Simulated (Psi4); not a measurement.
# MP2/6-311+G(d,p) run of BNH3OF (SMILES NB(O)F)

Aim: the vertical ionisation energy of BNH3OF at MP2/6-311+G**, from 2 runs. 

Program for the calculation: Psi4 1.11.

## 1. The system as given

BNH3OF: 7 atoms, total charge 0, spin state singlet. SMILES: `NB(O)F`. The shape is that of a PBE0-D4/def2-TZVP optimisation. This is one conformer, not always the lowest.

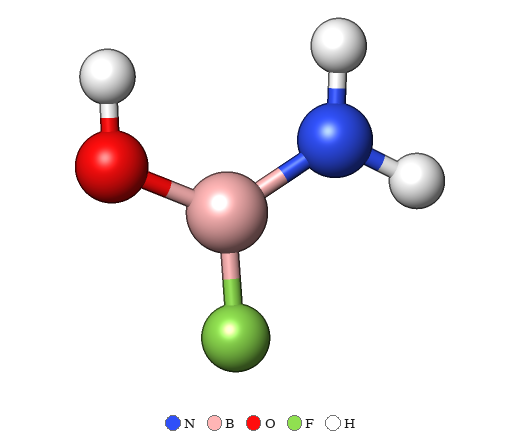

The structure, seen from a chosen angle (nitrogen blue, boron pink, oxygen red, fluorine green, hydrogen white).

## 2. A single-point energy at MP2/6-311+G(d,p)

Contents of bfh3no.json:

```json
{
 "schema_name": "qcschema_input",
 "schema_version": 1,
 "molecule": {
  "schema_name": "qcschema_molecule",
  "schema_version": 2,
  "symbols": ["N", "B", "O", "F", "H", "H", "H"],
  "geometry": [-1.00495635, 1.42371966, -0.06066021, 0.07426624, -0.9556345, -0.5457529, 2.09060401, -1.97344099, 0.69352949, -0.93503649, -2.37765341, -2.37406293, -2.49519437, 2.04411675, -1.05767971, -0.39703146, 2.63484514, 1.26328191, 2.78299966, -0.92445402, 1.99498387],
  "molecular_charge": 0,
  "molecular_multiplicity": 1,
  "fix_symmetry": "c1"
 },
 "driver": "energy",
 "model": {
  "method": "mp2",
  "basis": "6-311+G**"
 },
 "keywords": {
  "reference": "rhf",
  "puream": true,
  "e_convergence": 1e-09,
  "d_convergence": 1e-08,
  "scf_type": "pk",
  "num_frozen_docc": 4,
  "mp2_type": "conv"
 }
}
```

Command:

```sh
$ psi4 --qcschema bfh3no.json -n 1 --memory 2200MB
```

stdout:

```text
[...]
  Running in c1 symmetry.
[...]
  Nuclear repulsion =  114.658705495019618
[...]
  Multiplicity = 1
[...]
  Nalpha       = 16
  Nbeta        = 16
[...]
    Number of basis functions: 106
[...]
   @RHF iter   1:  -255.25681593499769   -9.70110e-01   6.27477e-03 ADIIS/DIIS
[...]
   @RHF iter  12:  -255.42935066247401   -1.90425e-12   2.83987e-09 DIIS
[...]
    Orbital Energies [Eh]
    ---------------------
    Doubly Occupied:
       1A    -26.278853     2A    -20.573996     3A    -15.559883
       4A     -7.680856     5A     -1.594479     6A     -1.374966
       7A     -1.172807     8A     -0.796242     9A     -0.743182
      10A     -0.704366    11A     -0.669324    12A     -0.664269
      13A     -0.614662    14A     -0.562156    15A     -0.543690
      16A     -0.437932
[...]
  @RHF Final Energy:  -255.42935066247401
   => Energetics <=
    Nuclear Repulsion Energy =            114.6587054950196176
    One-Electron Energy =                -580.2327874272909867
    Two-Electron Energy =                 210.1447312697973757
    Total Energy =                       -255.4293506624740075
[...]
 Multipole Moments:
 ------------------------------------------------------------------------------------
     Multipole            Electronic (a.u.)      Nuclear  (a.u.)        Total (a.u.)
 ------------------------------------------------------------------------------------
 L = 1.  Multiply by 2.5417464519 to convert [e a0] to [Debye]
 Dipole X            :         -0.3740545            0.3641782           -0.0098763
 Dipole Y            :         -2.6994893            4.0138763            1.3143870
 Dipole Z            :         -2.0378966            2.8517547            0.8138581
 Magnitude           :                                                    1.5459870
[...]
	SCS-MP2 Total Energy (a.u.)        :  -256.08535558815493
	SOS-MP2 Total Energy (a.u.)        :  -256.02550936463439
	SCSN-MP2 Total Energy (a.u.)       :  -255.74533872266255
[...]
	SOS-PI-MP2 Total Energy (a.u.)     :  -256.12486914832778
[...]
	MP2 Total Energy (a.u.)            :  -256.10568825150267
[...]
```

The result, in JSON:

```text
{
 "driver": "energy",
 "model": {
  "method": "mp2",
  "basis": "6-311+G**"
 },
 "success": true,
 "return_result": -256.10568825150267,
 "properties": {
  "calcinfo_nbasis": 106,
  "calcinfo_nmo": 106,
  "calcinfo_nalpha": 16,
  "calcinfo_nbeta": 16,
  "calcinfo_natom": 7,
  "nuclear_repulsion_energy": 114.65870549501962,
  "return_energy": -256.10568825150267,
  "scf_one_electron_energy": -580.232787427291,
  "scf_two_electron_energy": 210.14473126979738,
  "scf_dipole_moment": [-0.009876276894834335, 1.3143870205848085, 0.8138580817489407],
  "scf_total_energy": -255.429350662474,
  "scf_iterations": 12,
  "mp2_same_spin_correlation_energy": -0.17953867056167286,
  "mp2_opposite_spin_correlation_energy": -0.496798918466975,
  "mp2_singles_energy": 0.0,
  "mp2_doubles_energy": -0.6763375890286478,
  "mp2_correlation_energy": -0.6763375890286625,
  "mp2_total_energy": -256.10568825150267
 }
}
```

Wall time 12 s (1 thread of Intel Xeon Platinum 8259CL at 2.50GHz (Skylake/Cascade Lake), shared host); peak memory 0.71 GiB.

## 3. The doublet cation, same level

Contents of bfh3no.dat:

```
memory 2.2 GB

molecule mol {
  1 2
  N     -0.531800     0.753400    -0.032100
  B      0.039300    -0.505700    -0.288800
  O      1.106300    -1.044300     0.367000
  F     -0.494800    -1.258200    -1.256300
  H     -1.320400     1.081700    -0.559700
  H     -0.210100     1.394300     0.668500
  H      1.472700    -0.489200     1.055700
  units angstrom
  symmetry c1
  no_reorient
  no_com
}

set reference uhf
set puream true
set e_convergence 1e-09
set d_convergence 1e-08
set scf_type pk
set num_frozen_docc 4
set mp2_type conv
set maxiter 100

e_tot, wfn = energy("mp2/6-311+G**", return_wfn=True)
```

Command:

```sh
$ psi4 bfh3no.dat bfh3no.out -n 1
```

bfh3no.out:

```text
[...]
  Running in c1 symmetry.
[...]
  Nuclear repulsion =  114.658705407158465
[...]
  Multiplicity = 2
[...]
  Nalpha       = 16
  Nbeta        = 15
[...]
    Number of basis functions: 106
[...]
   @UHF iter   1:  -254.93572415438115   -6.49018e-01   5.08374e-03 DIIS/ADIIS
[...]
   @UHF iter  16:  -255.07157331433712   -1.30740e-12   5.26686e-09 DIIS
[...]
   @S^2 Observed:                7.604995184E-01
[...]
    Orbital Energies [Eh]
    ---------------------
    Alpha Occupied:
       1A    -26.512966     2A    -20.815399     3A    -15.998343
       4A     -7.964304     5A     -1.825077     6A     -1.625107
       7A     -1.594452     8A     -1.100426     9A     -1.081722
      10A     -1.012289    11A     -0.956813    12A     -0.929601
      13A     -0.871997    14A     -0.853684    15A     -0.807423
      16A     -0.766427
    Alpha Virtual:
      17A     -0.142263    18A     -0.087034    19A     -0.075451
      20A     -0.061838    21A     -0.020794    22A     -0.020510
      23A     -0.013714    24A      0.006891    25A      0.015962
[...]
  @UHF Final Energy:  -255.07157331433712
   => Energetics <=
    Nuclear Repulsion Energy =            114.6587054071584646
    One-Electron Energy =                -571.2283421134757191
    Two-Electron Energy =                 201.4980633919801676
    Total Energy =                       -255.0715733143371153
  UHF NO Occupations:
  HONO-2 :   14  A 1.9987260
  HONO-1 :   15  A 1.9973437
[...]
 Multipole Moments:
 ------------------------------------------------------------------------------------
     Multipole            Electronic (a.u.)      Nuclear  (a.u.)        Total (a.u.)
 ------------------------------------------------------------------------------------
 L = 1.  Multiply by 2.5417464519 to convert [e a0] to [Debye]
 Dipole X            :         -2.1824884            1.5369143           -0.6455742
 Dipole Y            :         30.3977066          -28.2440356            2.1536709
 Dipole Z            :         17.5020978          -16.7711304            0.7309674
 Magnitude           :                                                    2.3641865
[...]
	SCS-MP2 Total Energy (a.u.)        :  -255.68671153619513
	SOS-MP2 Total Energy (a.u.)        :  -255.63105147510910
	SCSN-MP2 Total Energy (a.u.)       :  -255.36545843687145
[...]
	SOS-PI-MP2 Total Energy (a.u.)     :  -255.72429783523776
[...]
	MP2 Total Energy (a.u.)            :  -255.70478529823856
[...]
```

It took 15 s on 1 thread of Intel Xeon Platinum 8259CL at 2.50GHz (Skylake/Cascade Lake), shared host; peak memory 0.71 GiB.

## 4. Results

At MP2/6-311+G**, 4 core orbitals frozen:

| quantity | value |
| --- | --- |
| singlet BNH3OF: total energy | -256.10569 Eh |
| singlet BNH3OF: HOMO energy (Hartree–Fock orbitals) | -11.92 eV |
| singlet BNH3OF: LUMO energy (Hartree–Fock orbitals) | 1.13 eV |
| singlet BNH3OF: HOMO–LUMO gap (Hartree–Fock orbitals) | 13.04 eV |
| singlet BNH3OF: correlation energy (4 core orbitals frozen) | -676.3 mEh |
| doublet cation: total energy | -255.70479 Eh |
| doublet cation: HOMO energy (Hartree–Fock orbitals) (highest over α and β) | -20.28 eV |
| doublet cation: LUMO energy (Hartree–Fock orbitals) (lowest over α and β) | -8.08 eV |
| doublet cation: correlation energy (4 core orbitals frozen) | -633.2 mEh |
| doublet cation: ⟨S²⟩ of the reference determinant | 0.760 |
| vertical ionisation energy (to the doublet cation) | 10.909 eV |

What this shows: The vertical ionisation energy comes to 10.91 eV (1053 kJ/mol).
